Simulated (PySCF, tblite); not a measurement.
# C₇H₇BF₂: geometry, infrared bands and NMR shifts

What infrared bands and NMR shifts should C₇H₇BF₂ (`C#CC[C@](C)(C#C)B(F)F`) show?

Computed with tblite 0.8.0 and PySCF 2.14.0, with density-fitted response routines of our own, on a single molecule in the gas phase. Atoms count from 0, in the outputs and in this text.

### 1 The molecule as given

17 atoms, charge 0, multiplicity 1; geometry from: force field or distance geometry start.

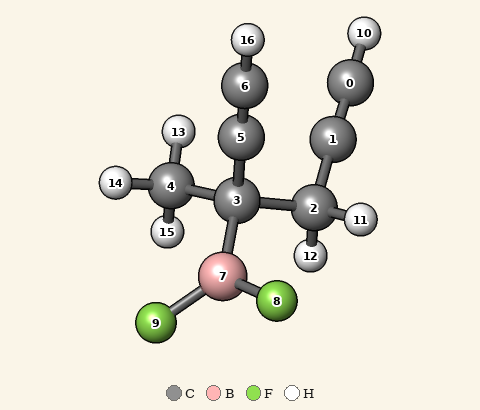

As it starts; carbon grey, boron pink, fluorine green, hydrogen white, atoms numbered.

### 2 Relaxing the molecule with GFN2-xTB

What the job is given:

```
{"job": {"kind": "relax", "xc": "GFN2-xTB", "basis": "xTB"}, "charge": 0, "multiplicity": 1}
C      2.744100     0.657800     1.148300
C      1.954800     0.052000     0.449900
C      1.021000    -0.705700    -0.379200
C     -0.438800    -0.155200    -0.294300
C     -0.519500     1.301900    -0.747000
C     -0.933800    -0.258000     1.100000
C     -1.326500    -0.329700     2.235000
B     -1.389200    -1.074700    -1.193900
F     -1.505700    -2.498100    -0.925400
F     -2.141500    -0.513000    -2.298200
H      3.413000     1.197500     1.753100
H      1.045100    -1.771800    -0.066400
H      1.363700    -0.647200    -1.424300
H      0.092400     1.963300    -0.100600
H     -1.570600     1.681800    -0.723600
H     -0.139900     1.406000    -1.781800
H     -1.675300    -0.395700     3.238700
```

The run is started by

```bash
$ OMP_NUM_THREADS=1 python probes_run.py task.json out
```

One launch serves the whole session: the jobs run in the order shown.

Log:

```text
step      E/eV     max force
  0    -794.05598    3.713
  1    -794.42453    4.946
  2    -794.03595    7.256
  3    -794.67358    1.237
  4    -794.72106    0.688
  5    -794.75284    0.579
  6    -794.75266    1.440
  7    -794.76334    0.132
  8    -794.76451    0.082
  9    -794.76606    0.113
 10    -794.76676    0.130
 11    -794.76764    0.086
 12    -794.76813    0.057
 13    -794.76855    0.051
 14    -794.76893    0.058
 15    -794.76941    0.063
 16    -794.76998    0.064
 17    -794.77066    0.086
 18    -794.77142    0.089
 19    -794.77212    0.066
 20    -794.77267    0.052
 21    -794.77308    0.045
 22    -794.77342    0.047
 23    -794.77373    0.052
 24    -794.77401    0.039
 25    -794.77423    0.037
 26    -794.77443    0.038
 27    -794.77467    0.036
 28    -794.77497    0.050
 29    -794.77529    0.042
 30    -794.77557    0.049
 31    -794.77587    0.048
 32    -794.77628    0.060
 33    -794.77682    0.081
 34    -794.77736    0.069
 35    -794.77773    0.038
 36    -794.77794    0.042
 37    -794.77814    0.041
 38    -794.77841    0.048
 39    -794.77871    0.044
 40    -794.77892    0.033
 41    -794.77906    0.031
 42    -794.77925    0.039
 43    -794.77957    0.069
 44    -794.78008    0.089
 45    -794.78070    0.077
 46    -794.78128    0.057
 47    -794.78176    0.053
 48    -794.78214    0.049
 49    -794.78241    0.053
 50    -794.78213    0.149
 51    -794.78268    0.035
 52    -794.78277    0.033
 53    -794.78313    0.036
 54    -794.78325    0.033
 55    -794.78347    0.033
 56    -794.78361    0.032
 57    -794.78391    0.053
 58    -794.78433    0.075
 59    -794.78489    0.070
 60    -794.78545    0.071
 61    -794.78604    0.081
 62    -794.78650    0.129
 63    -794.78709    0.124
 64    -794.78794    0.064
 65    -794.78855    0.034
 66    -794.78886    0.040
 67    -794.78904    0.039
 68    -794.78930    0.031
 69    -794.78952    0.025
 70    -794.78968    0.031
 71    -794.78981    0.034
 72    -794.78996    0.031
 73    -794.79014    0.024
 74    -794.79031    0.025
 75    -794.79043    0.016
 76    -794.79049    0.015
 77    -794.79052    0.014
 78    -794.79055    0.013
 79    -794.79059    0.011
 80    -794.79064    0.012
 81    -794.79067    0.011
 82    -794.79069    0.009
```

Run time: 0.64 s. Hardware: 1 thread of Arm Neoverse V1, shared host; peak memory 0.18 GiB.

Step by step: (not every step is listed) (the energy doesn't fall at every step)

```tsv
step	energy from step 0 (eV)	largest force (eV/Å)
0	0.0000	3.7130
1	-0.3686	4.9465
2	0.0200	7.2562
3	-0.6176	1.2368
4	-0.6651	0.6875
5	-0.6969	0.5791
6	-0.6967	1.4396
7	-0.7074	0.1324
8	-0.7085	0.0823
14	-0.7129	0.0578
20	-0.7167	0.0519
26	-0.7185	0.0382
32	-0.7203	0.0600
38	-0.7224	0.0476
44	-0.7241	0.0891
50	-0.7262	0.1495
56	-0.7276	0.0323
62	-0.7305	0.1286
68	-0.7333	0.0311
74	-0.7343	0.0246
77	-0.7345	0.0136
78	-0.7346	0.0132
79	-0.7346	0.0112
80	-0.7347	0.0121
81	-0.7347	0.0112
82	-0.7347	0.0086
```

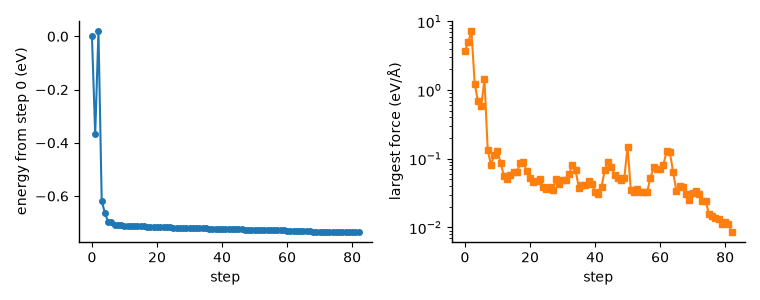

Energy and largest force along the relaxation.

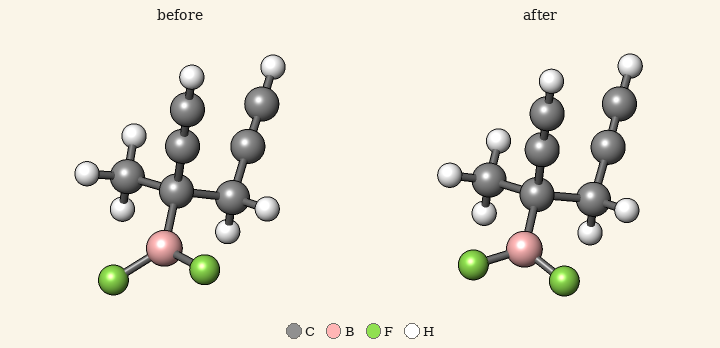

The geometry before (left) and after (right).

Close pairs (by a distance rule), those that changed most:

```tsv
bond	before (Å)	after (Å)	change (Å)
B7–F8	1.453	1.317	-0.136
B7–F9	1.449	1.316	-0.134
C4–H14	1.118	1.087	-0.031
C4–H13	1.109	1.088	-0.021
C3–C5	1.483	1.462	-0.021
C0–C1	1.216	1.196	-0.019
C4–H15	1.107	1.088	-0.019
C2–H11	1.111	1.093	-0.018
```

The next job starts from the end point, and lists it.

### 3 Infrared spectrum with GFN2-xTB

What the job is given:

```
{"job": {"kind": "ir", "xc": "GFN2-xTB", "basis": "xTB"}, "charge": 0, "multiplicity": 1}
C      2.628707     0.668758     1.214229
C      1.914687     0.037032     0.491471
C      1.031002    -0.710972    -0.378315
C     -0.417417    -0.156236    -0.342281
C     -0.439668     1.309504    -0.808962
C     -0.905077    -0.228981     1.034535
C     -1.307348    -0.316524     2.158561
B     -1.432883    -1.085642    -1.156483
F     -1.255517    -2.382991    -1.301975
F     -2.550529    -0.636541    -1.685914
H      3.266575     1.207275     1.849038
H      1.025704    -1.757591    -0.062209
H      1.406344    -0.662225    -1.404628
H      0.213235     1.907617    -0.177253
H     -1.449281     1.708661    -0.752769
H     -0.095305     1.379871    -1.838876
H     -1.640228    -0.369800     3.151920
```

Log:

```text
mode    cm-1     km/mol
  1      34.1      0.01
  2      58.2      0.58
  3      83.2      0.49
  4      95.1      0.79
  5     151.8      0.11
  6     169.7      0.37
  7     190.2      0.37
  8     232.4      3.54
  9     286.6      1.54
 10     311.7      1.19
 11     348.7      3.36
 12     358.2      1.95
 13     389.4      0.16
 14     478.1      4.53
 15     529.4     13.16
 16     557.4     84.78
 17     632.4     30.89
 18     641.0     20.01
 19     652.5     17.45
 20     669.4     22.62
 21     727.2      7.55
 22     869.1      3.80
 23     913.1      5.74
 24     961.2     14.33
 25    1013.8      3.12
 26    1095.3     27.80
 27    1110.7     36.28
 28    1154.1      4.86
 29    1220.0     62.60
 30    1259.9    267.07
 31    1279.7    390.83
 32    1299.8     33.01
 33    1405.1      2.31
 34    1439.3      3.54
 35    1488.3      6.18
 36    1490.1      7.23
 37    2276.3      6.35
 38    2296.5     12.30
 39    2950.5     27.02
 40    2970.0     21.14
 41    3030.3     33.07
 42    3041.4     16.93
 43    3049.8     18.92
 44    3395.4      7.49
 45    3399.8      4.14
```

Wall time 0.68 s (1 thread of Arm Neoverse V1, shared host); peak memory 0.18 GiB.

Which atoms move in the most intense modes:

```tsv
cm⁻¹	km/mol	atoms
557	84.8	B7 75 %
632	30.9	H16 33 %, H10 24 %
1111	36.3	H13 22 %, C3 21 %, H12 14 %, C4 12 %
1220	62.6	C3 30 %, H11 26 %, H12 19 %
1260	267.1	B7 50 %, C3 15 %, H12 13 %, F8 12 %
1280	390.8	B7 72 %, F9 16 %
1300	33.0	H11 32 %, C2 25 %, H12 24 %
3030	33.1	H15 90 %
```

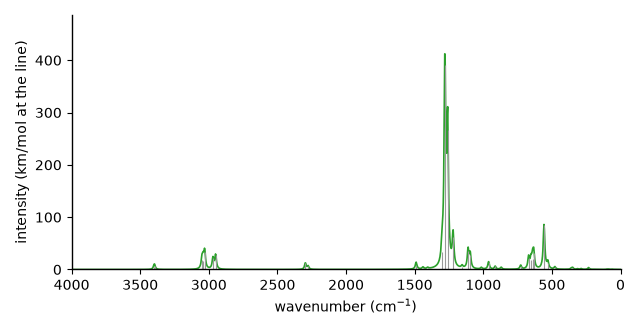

The infrared spectrum from these modes, unscaled. Lines are broadened to a width of 14 cm⁻¹ (Lorentzian).

### 4 NMR shieldings: PBE0/pcSseg-1

The job, as its differences from that of step 3:

```diff
@@ -1,2 +1,2 @@
-{"job": {"kind": "ir", "xc": "GFN2-xTB", "basis": "xTB"}, "charge": 0, "multiplicity": 1}
+{"job": {"kind": "nmr", "xc": "PBE0", "basis": "pcSseg-1"}, "charge": 0, "multiplicity": 1}
 C      2.628707     0.668758     1.214229
```

Level: GIAO PBE0/pcSseg-1 NMR shielding, non-relativistic, gas phase.

Log:

```text
coarse grid: 15200 points
cycle   1  E = -494.6946393026  dE =  1.387e+00  |g| = 7.428e-01  |ddm| = 4.083e+00
cycle   2  E = -494.6431899587  dE =  5.145e-02  |g| = 9.696e-01  |ddm| = 1.435e+00
cycle   3  E = -494.7974943770  dE = -1.543e-01  |g| = 1.385e-01  |ddm| = 7.704e-01
cycle   4  E = -494.8004774759  dE = -2.983e-03  |g| = 8.217e-02  |ddm| = 1.688e-01
cycle   5  E = -494.8020194742  dE = -1.542e-03  |g| = 2.180e-02  |ddm| = 6.848e-02
cycle   6  E = -494.8021210182  dE = -1.015e-04  |g| = 4.445e-03  |ddm| = 2.034e-02
cycle   7  E = -494.8021250280  dE = -4.010e-06  |g| = 2.037e-03  |ddm| = 5.886e-03
final grid: 150480 points
cycle   8  E = -494.8735871039  dE = -8.004e-05  |g| = 8.448e-03  |ddm| = 5.937e-02
cycle   9  E = -494.8735681275  dE =  1.898e-05  |g| = 1.216e-02  |ddm| = 1.742e-02
cycle  10  E = -494.8736029528  dE = -3.483e-05  |g| = 3.072e-03  |ddm| = 1.053e-02
cycle  11  E = -494.8736052010  dE = -2.248e-06  |g| = 3.917e-04  |ddm| = 2.241e-03
cycle  12  E = -494.8736052203  dE = -1.933e-08  |g| = 2.674e-04  |ddm| = 4.823e-04
cycle  13  E = -494.8736052361  dE = -1.579e-08  |g| = 9.193e-05  |ddm| = 2.511e-04
cycle  14  E = -494.8736052381  dE = -2.025e-09  |g| = 1.434e-05  |ddm| = 9.349e-05
cycle  15  E = -494.8736052382  dE = -4.911e-11  |g| = 3.333e-06  |ddm| = 2.028e-05
converged SCF energy = -494.8736052382

GIAO shielding tensors (ppm)
atom      isotropic    diamagn.    paramagn.     s11        s22        s33       span
  0 C      108.006     258.224    -150.218     30.526     37.943    255.549    225.023
  1 C      101.880     260.796    -158.916      4.484      8.744    292.411    287.927
  2 C      157.695     247.403     -89.708    144.661    154.831    173.593     28.932
  3 C      163.213     245.303     -82.091    154.114    162.952    172.572     18.458
  4 C      164.553     245.565     -81.012    148.306    158.868    186.485     38.178
  5 C       97.760     264.941    -167.181     -7.906      5.776    295.410    303.316
  6 C      106.266     259.731    -153.465     32.035     41.024    245.740    213.704
  7 B       75.224     193.602    -118.378     57.517     79.133     89.022     31.506
  8 F      251.739     467.085    -215.346     81.340    295.553    378.324    296.984
  9 F      248.168     465.971    -217.803     80.866    291.346    372.291    291.425
 10 H       30.186      34.423      -4.237     24.634     25.046     40.879     16.245
 11 H       28.727      27.643       1.084     23.134     28.862     34.185     11.051
 12 H       29.533      28.170       1.363     24.343     28.738     35.516     11.173
 13 H       29.501      29.457       0.043     24.789     29.836     33.877      9.088
 14 H       30.070      29.205       0.865     26.023     28.078     36.109     10.086
 15 H       30.883      29.748       1.135     27.187     27.360     38.100     10.913
 16 H       29.972      35.005      -5.034     24.506     24.892     40.517     16.011
```

It took 43 s on 1 thread of Arm Neoverse V1, shared host; peak memory 0.92 GiB.

The references, computed at this level on geometries of the same kind, shield at (ppm): 1H TMS 31.72, 13C TMS 186.9, 19F CFCl3 170.9, 11B BF3·OEt2 100.1. Their shielding less the atom's gives the shift. The references are single molecules in the gas phase, so shifts against H2O, NH3, PH3, H3PO4 or CFCl3 are not on the usual liquid scales and can be off by tens of ppm. Atoms listed in one row are averaged.

```tsv
atoms	environment	σ (ppm)	δ (ppm)	δ scaled to CDCl3
C5	alkyne carbon	97.8	89.2	85.1
C1	alkyne carbon	101.9	85.0	81.1
C6	terminal alkyne carbon	106.3	80.7	76.8
C0	terminal alkyne carbon	108.0	78.9	75.1
C2	propargylic sp3 CH2	157.7	29.2	26.6
C3	propargylic fully substituted sp3 carbon bonded to B	163.2	23.7	21.2
C4	methyl carbon	164.6	22.4	19.9
H11	hydrogen on a propargylic sp3 CH2	28.73	2.99	2.92
H12	hydrogen on a propargylic sp3 CH2	29.53	2.18	2.16
H16	hydrogen on a terminal alkyne carbon	29.97	1.75	1.75
H13, H14, H15	hydrogen on a methyl carbon	30.15	1.57	1.58
H10	hydrogen on a terminal alkyne carbon	30.19	1.53	1.55
B7	boron bonded to C, 2 F	75.2	24.8	–
F8, F9	fluorine bonded to B	250.0	-79.0	–
```

The scaled column applies a straight-line fit of computed shieldings to shifts measured in CDCl3, and one for carbons that bear F (root-mean-square error 0.16 ppm for H, 1.9 ppm for C).

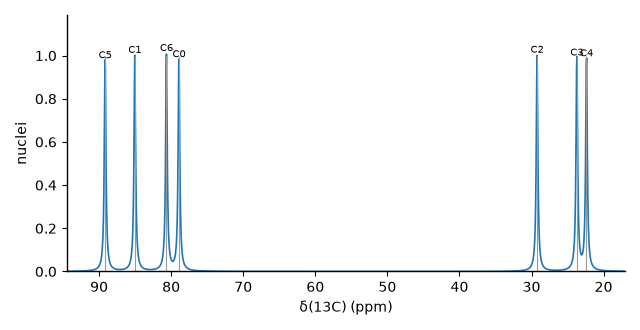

13C lines at the computed shifts, without couplings. Lines are broadened to a width of 0.27 ppm (Lorentzian).

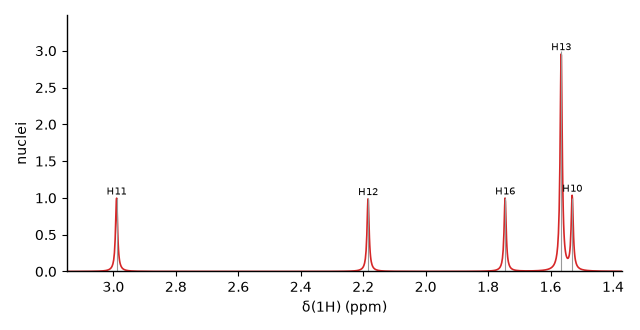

1H lines at the computed shifts, without couplings. Lines are broadened to a width of 0.01 ppm (Lorentzian).

The run also stored atomic charges by several schemes (e):

```tsv
atoms	Mulliken	IAO	Hirshfeld	ESP fit
C0	-0.38	-0.24	-0.11	-0.54
C1	0.17	-0.02	-0.03	0.19
C2	-0.02	-0.26	-0.05	-0.40
C3	-0.68	-0.14	-0.03	0.30
C4	-0.13	-0.40	-0.12	-0.55
C5	0.40	-0.03	-0.04	-0.09
C6	-0.42	-0.23	-0.11	-0.39
B7	0.84	0.75	0.32	0.61
F8, F9	-0.28	-0.31	-0.13	-0.27
```

Hirshfeld charges:

C0 -0.11; C1 -0.03; C2 -0.05; C3 -0.03; C4 -0.12; C5 -0.04; C6 -0.11; B7 0.32; F8 -0.13; F9 -0.13; H10 0.09; H11 0.06; H12 0.06; H13 0.04; H14 0.04; H15 0.04; H16 0.10

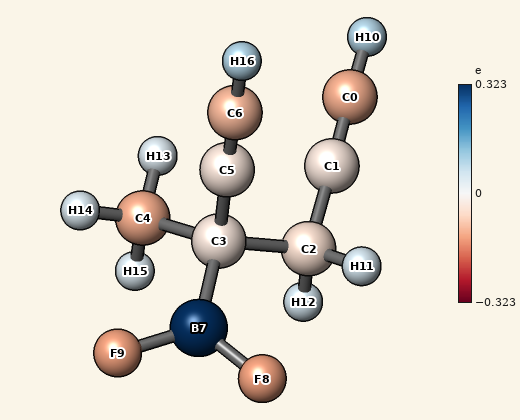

Hirshfeld charges, as colours on the atoms.

Mayer bond orders: C0–C1 2.54, C1–C2 1.11, C2–C3 1.01, C3–C4 1.02, C3–C5 0.90, C5–C6 2.51, C3–B7 0.86, B7–F8 1.13, B7–F9 1.14.

### 5 What came out

```
                                                                 quantity                                         value
                                strongest single infrared mode (GFN2-xTB)                         1280 cm⁻¹, 391 km/mol
                                             zero-point energy (GFN2-xTB)                                 74.3 kcal/mol
                                   13C shifts against TMS (PBE0/pcSseg-1)  89.2, 85.0, 80.7, 78.9, 29.2, 23.7, 22.4 ppm
   1H shifts against TMS (PBE0/pcSseg-1, means over atoms taken as alike)              2.99, 2.18, 1.75, 1.57, 1.53 ppm
                              11B shifts against BF3·OEt2 (PBE0/pcSseg-1)                                      24.8 ppm
19F shifts against CFCl3 (PBE0/pcSseg-1, means over atoms taken as alike)                                     -79.0 ppm
```

What this shows: The optimisation took 82 steps and gained 0.735 eV; among the close pairs (by a distance rule), B7–F8 changed most, from 1.453 to 1.317 Å. All 45 modes are real, so the xTB geometry is a minimum. The strongest single mode, at 1280 cm⁻¹, moves mainly B7. Unscaled tight-binding wavenumbers are off by several per cent, some by more. Its intensities can rank the bands wrongly.
